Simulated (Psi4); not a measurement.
**Single-point calculation of P3H3 (part 2 of 2)**

The same run, continued: P3H3; A-CCSD(T)/6-31G**, RHF (Psi4 1.11). The geometry comes from this level: GFN2-xTB.

Geometry of the input (Å):
```
P  -0.8832  -1.0109  -0.5306
P  1.2649  -0.6132  -0.3288
P  -0.0650  -0.3573  1.3974
H  -1.2584  0.2520  -1.0066
H  1.2464  0.7157  -0.7719
H  -0.3048  1.0137  1.2405
```

What the program printed, continued:
```
	IRREP	# MOs	# FZDC	# DOCC	# SOCC	# VIRT	# FZVR
	-----	-----	------	------	------	------	------
	 A	   72	    15	    9	    0	    48	    0
	Transforming integrals...
	IWL integrals will be deleted.
	(OO|OO)...
	Presorting SO-basis two-electron integrals.
	Sorting File: SO Ints (nn|nn) nbuckets = 1
	Constructing frozen core operators
	Starting first half-transformation.
	Sorting half-transformed integrals.
	First half integral transformation complete.
	Starting second half-transformation.
	Two-electron integral transformation complete.
	(OO|OV)...
	Starting second half-transformation.
	Two-electron integral transformation complete.
	(OO|VV)...
	Starting second half-transformation.
	Two-electron integral transformation complete.
	(OV|OO)...
	Starting first half-transformation.
	Sorting half-transformed integrals.
	First half integral transformation complete.
	Starting second half-transformation.
	Two-electron integral transformation complete.
	(OV|OV)...
	Starting second half-transformation.
	Two-electron integral transformation complete.
	(OV|VV)...
	Starting second half-transformation.
	Two-electron integral transformation complete.
	(VV|OO)...
	Starting first half-transformation.
	Sorting half-transformed integrals.
	First half integral transformation complete.
	Starting second half-transformation.
	Two-electron integral transformation complete.
	(VV|OV)...
	Starting second half-transformation.
	Two-electron integral transformation complete.
	(VV|VV)...
	Starting second half-transformation.
	Two-electron integral transformation complete.
	Frozen core energy     =  -1170.59212389283221

	Size of irrep 0 of <ab|cd> integrals:      5.308 (MW) /     42.467 (MB)
	Total:                                     5.308 (MW) /     42.467 (MB)

	Size of irrep 0 of <ia|bc> integrals:      0.995 (MW) /      7.963 (MB)
	Total:                                     0.995 (MW) /      7.963 (MB)

	Size of irrep 0 of tijab amplitudes:       0.187 (MW) /      1.493 (MB)
	Total:                                     0.187 (MW) /      1.493 (MB)

	Nuclear Rep. energy          =    197.72710646015278
	SCF energy                   =  -1023.89476361003540
	One-electron energy          =    -91.75673275601480
	Two-electron energy          =     40.72668622295097
	Reference energy             =  -1023.89506396574325

	total time  =          1 seconds =       0.02 minutes
            **************************
            *                        *
            *        CCENERGY        *
            *                        *
            **************************

    Nuclear Rep. energy (wfn)     =  197.727106460152783
    SCF energy          (wfn)     = -1023.894763610035398
    Reference energy    (file100) = -1023.895063965743248

    Input parameters:
    -----------------
    Wave function   =     CCSD_AT
    Reference wfn   =     RHF
    Brueckner       =     No
    Memory (Mbytes) =     1600.0
    Maxiter         =    100
    R_Convergence   =     1.0e-07
    E_Convergence   =     1.0e-06
    Restart         =     Yes
    DIIS            =     No
    AO Basis        =     NONE
    ABCD            =     NEW
    Cache Level     =     2
    Cache Type      =     LOW
    Print Level     =     1
    Num. of threads =     1
    # Amps to Print =     10
    Print MP2 Amps? =     No
    Analyze T2 Amps =     No
    Print Pair Ener =     No
    Local CC        =     No
    SCS-MP2         =     False
    SCSN-MP2        =     False
    SCS-CCSD        =     False

MP2 correlation energy -0.3295495284521348
                Solving CC Amplitude Equations
                ------------------------------
  Iter             Energy              RMS        T1Diag      D1Diag    New D1Diag    D2Diag
  ----     ---------------------    ---------   ----------  ----------  ----------   --------
     0        -0.329549528452135    0.000e+00    0.000000    0.000000    0.000000    0.141768
     1        -0.360287679673007    7.496e-02    0.008713    0.019539    0.019539    0.157126
     2        -0.371035866055784    2.749e-02    0.010768    0.024536    0.024536    0.166092
     3        -0.373845467910856    1.215e-02    0.012145    0.028308    0.028308    0.169305
     4        -0.375026131916534    6.111e-03    0.012814    0.030248    0.030248    0.170933
     5        -0.375480362787211    3.317e-03    0.013219    0.031482    0.031482    0.171691
     6        -0.375690440675218    1.892e-03    0.013456    0.032227    0.032227    0.172083
     7        -0.375788063358934    1.120e-03    0.013601    0.032695    0.032695    0.172286
     8        -0.375837256299975    6.788e-04    0.013690    0.032988    0.032988    0.172395
     9        -0.375862714133027    4.184e-04    0.013745    0.033173    0.033173    0.172455
    10        -0.375876464183148    2.607e-04    0.013780    0.033290    0.033290    0.172488
    11        -0.375884081524725    1.637e-04    0.013801    0.033364    0.033364    0.172507
    12        -0.375888413348562    1.033e-04    0.013815    0.033410    0.033410    0.172518
    13        -0.375890924834855    6.545e-05    0.013824    0.033440    0.033440    0.172524
    14        -0.375892406201226    4.156e-05    0.013829    0.033459    0.033459    0.172528
    15        -0.375893291992200    2.644e-05    0.013832    0.033471    0.033471    0.172530
    16        -0.375893827808360    1.684e-05    0.013835    0.033479    0.033479    0.172532
    17        -0.375894154981004    1.074e-05    0.013836    0.033484    0.033484    0.172533
    18        -0.375894356315571    6.852e-06    0.013837    0.033487    0.033487    0.172533
    19        -0.375894481004272    4.374e-06    0.013837    0.033489    0.033489    0.172533
    20        -0.375894558632168    2.793e-06    0.013838    0.033490    0.033490    0.172534
    21        -0.375894607170437    1.784e-06    0.013838    0.033491    0.033491    0.172534
    22        -0.375894637628240    1.140e-06    0.013838    0.033491    0.033491    0.172534
    23        -0.375894656796844    7.287e-07    0.013838    0.033492    0.033492    0.172534
    24        -0.375894668890024    4.658e-07    0.013838    0.033492    0.033492    0.172534
    25        -0.375894676534867    2.977e-07    0.013838    0.033492    0.033492    0.172534
    26        -0.375894681375812    1.903e-07    0.013838    0.033492    0.033492    0.172534
    27        -0.375894684445538    1.217e-07    0.013838    0.033492    0.033492    0.172534
    28        -0.375894686394409    7.780e-08    0.013838    0.033492    0.033492    0.172534

    Iterations converged.

    Largest TIA Amplitudes:
              8   3         0.0215069696
              7   2         0.0215018384
              3   1        -0.0150992819
              7   5         0.0122358506
              8   4         0.0122312393
              8  20        -0.0113088328
              7  19        -0.0112969162
              8  14         0.0101957317
              7  13         0.0101916389
              6  21        -0.0080569473

    Largest TIjAb Amplitudes:
      8   8   0   0        -0.0541316790
      7   7   0   0        -0.0540783261
      6   6   2   2        -0.0301967728
      6   6   3   3        -0.0301615975
      3   3   1   1        -0.0296943103
      6   8   2   0        -0.0274629511
      8   6   0   2        -0.0274629511
      6   7   3   0         0.0274050090
      7   6   0   3         0.0274050090
      5   5   4   4        -0.0257589071

    SCF energy       (wfn)                    = -1023.894763610035398
    Reference energy (file100)                = -1023.895063965743248

    Opposite-spin MP2 correlation energy      =   -0.257118823483907
    Same-spin MP2 correlation energy          =   -0.072430704968228
    Singles MP2 correlation energy            =   -0.000000000000000
    MP2 correlation energy                    =   -0.329549528452135
      * MP2 total energy                      = -1024.224613494195410

    Opposite-spin CCSD correlation energy     =   -0.306493170607433
    Same-spin CCSD correlation energy         =   -0.069401515786976
    Singles CCSD correlation energy           =    0.000000000000000
    CCSD correlation energy                   =   -0.375894686394409
      * CCSD total energy                     = -1024.270958652137551

			**************************
			*                        *
			*         CCHBAR         *
			*                        *
			**************************

			**************************
			*        CCLAMBDA        *
			**************************

	Nuclear Rep. energy (wfn)     =  197.727106460152783
	Reference           (wfn)     =                    0
	SCF energy          (wfn)     = -1023.894763610035398
	Reference energy    (CC_INFO) = -1023.895063965743248

	Input parameters:
	-----------------
	Maxiter           =    100
	Convergence       = 1.0e-07
	Restart           =     No
	Cache Level       =     2
	Model III         =     No
	DIIS              =     No
	AO Basis          =     No
	ABCD              =     NEW
	Local CC          =     No
	Parameters for left-handed eigenvectors:
	    Irr   Root  Ground-State?    EOM energy        R0
	  1   0     0        Yes       0.0000000000   1.0000000000
	Labels for eigenvector 1:
	LIA 0 -1, Lia 0 -1, LIJAB 0 -1, Lijab 0 -1, LIjAb 0 -1, 2LIjAb - LIjbA 0 -1
	Deleting old CC_LAMBDA data.
	Symmetry of left-hand state: A
	Symmetry of left-hand eigenvector: A

	          Solving Lambda Equations
	          ------------------------
	Iter     PseudoEnergy or Norm         RMS
	----     ---------------------     --------
	   0        -0.375925722275878    0.000e+00
	   1        -0.363170125187038    1.894e-02
	   2        -0.361431262463369    5.078e-03
	   3        -0.360924666308433    2.180e-03
	   4        -0.360752564476170    1.132e-03
	   5        -0.360683718204174    6.530e-04
	   6        -0.360653512813095    4.003e-04
	   7        -0.360639161372052    2.541e-04
	   8        -0.360631907304570    1.647e-04
	   9        -0.360628046752262    1.081e-04
	  10        -0.360625904355681    7.156e-05
	  11        -0.360624674154787    4.763e-05
	  12        -0.360623947941734    3.182e-05
	  13        -0.360623509525173    2.132e-05
	  14        -0.360623239991319    1.431e-05
	  15        -0.360623071807858    9.622e-06
	  16        -0.360622965580810    6.476e-06
	  17        -0.360622897810046    4.362e-06
	  18        -0.360622854212418    2.940e-06
	  19        -0.360622825970207    1.982e-06
	  20        -0.360622807568261    1.337e-06
	  21        -0.360622795518972    9.022e-07
	  22        -0.360622787596429    6.089e-07
	  23        -0.360622782368828    4.110e-07
	  24        -0.360622778909043    2.775e-07
	  25        -0.360622776613332    1.873e-07
	  26        -0.360622775086653    1.265e-07
	  27        -0.360622774069457    8.541e-08

	Largest LIA Amplitudes:
	          8   3         0.0186207123
	          7   2         0.0186163643
	          7   5         0.0112450288
	          8   4         0.0112411257
	          3   1        -0.0099991090
	          8  20        -0.0097601579
	          7  19        -0.0097501332
	          8  14         0.0089260026
	          7  13         0.0089224570
	          3  32         0.0073809174

	Largest LIjAb Amplitudes:
	  8   8   0   0        -0.0505763225
	  7   7   0   0        -0.0505267228
	  6   6   2   2        -0.0287835463
	  6   6   3   3        -0.0287503573
	  3   3   1   1        -0.0286338702
	  6   8   2   0        -0.0257774192
	  8   6   0   2        -0.0257774192
	  6   7   3   0         0.0257231456
	  7   6   0   3         0.0257231456
	  5   5   4   4        -0.0247954980

	Iterations converged.

	Overlap <L|e^T> =        0.78198333772
            **************************
            *                        *
            *        CCTRIPLES       *
            *                        *
            **************************

    Wave function   =    CCSD_AT
    Reference wfn   =      RHF

    Nuclear Rep. energy (wfn)                =  197.727106460152783
    SCF energy          (wfn)                = -1023.894763610035398
    Reference energy    (file100)            = -1023.895063965743248
    CCSD energy         (file100)            =   -0.375894686394409
    Total CCSD energy   (file100)            = -1024.270958652137551

    Number of ijk index combinations:              165
    (aT) energy                                =   -0.014113053525906
      * CCSD(aT) total energy                  = -1024.285071705663540
```

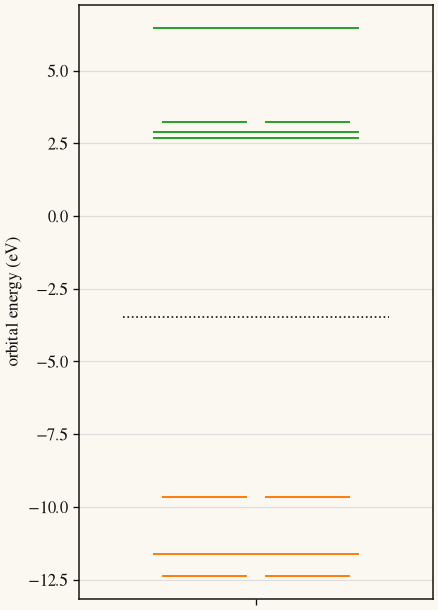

Figure 1. Orbital energies near the frontier (SCF reference); the dotted line parts filled from empty levels, and levels within 0.02 eV of each other stand side by side. Highest filled −9.66 eV, lowest empty 2.68 eV, 12.34 eV apart.
